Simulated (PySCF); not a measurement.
```xyz
10

C    -1.6994   -0.1524   -0.0785
C    -0.7484    0.7747    0.3061
C     0.5882    0.6465    0.1864
C     1.5832   -0.2915   -0.2967
H    -2.7467    0.0412    0.0599
H    -1.4146   -1.0879   -0.5249
H    -1.1180    1.6968    0.7476
H     2.1890    0.1645   -1.0837
H     2.2576   -0.5894    0.5101
H     1.1180   -1.1979   -0.7050
```

Geometry: GFN2-xTB.

Computed with UKS B3LYP, pcH-1 on C H, non-relativistic, mean-field spin-orbit, GIAO in PySCF.

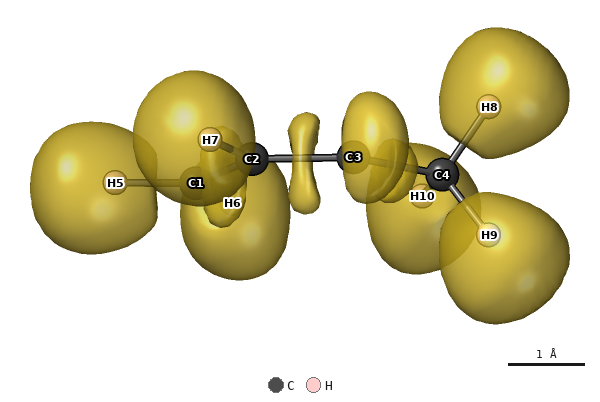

C4H6 (SMILES C=C[C]C) (triplet). Isosurface of the ELF at 0.85 (yellow), seen from one side. Only the valence region is drawn (cores and ρ < 0.01 e/Å³ removed).

**Identify the bonds, lone pairs and shells in this picture.**

At this value the surface marks out three regions between bonded C–C atoms (shared pairs), six regions around hydrogen nuclei and one lobe on C, pointing away from the bonds (non-bonding electrons).

Values along the shortest contacts:
C–C (1.35 Å): the ELF peaks at about 0.95 between the atoms, as expected for localised, covalent bonding. C–H (1.07 Å): the ELF climbs to about 1 towards the hydrogen, as it does in any bond to H; an ordinary covalent bond to hydrogen.
